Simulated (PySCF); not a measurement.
Molecule: In(Cl)(OSiH3)2, SMILES [O]([In]([Cl])[O][SiH3])[SiH3], singlet. Atoms near the plane z = 0.0 Å, at the PBE0/def2-SVP optimised geometry (x, y, z in Å): O3 (0.5, -1.4, 0.0), Si4 (1.1, -2.9, 0.0), H7 (2.6, -2.9, 0.0), O8 (-0.4, 1.8, -0.6), Si9 (-1.4, 2.3, 0.7), H10 (-2.6, 1.4, 0.8), H11 (-1.8, 3.7, 0.4).

Level of theory: PBE0/def2-TZVP, def2 effective core potentials past Kr (PySCF). The core electrons that the potentials of In replace are not part of the density. Cells within 0.4 Å of a nucleus heavier than hydrogen are left out (blank, or x). The values are rescaled to run from 0 to 1.

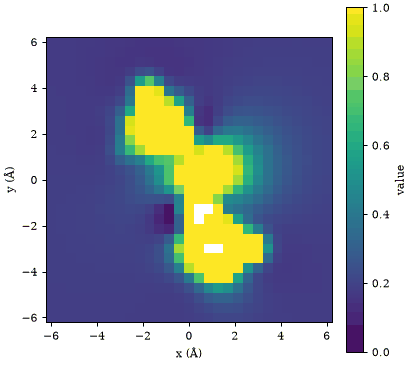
a field on the plane z = 0.0 Å.

Task: Which quantity is mapped?
A) Laplacian of the electron density
B) log10 of the electron density
C) electrostatic potential
D) electron localisation function

Result: C, electrostatic potential. In full: electrostatic potential (hartree/e), clipped to [-0.08, 0.12].
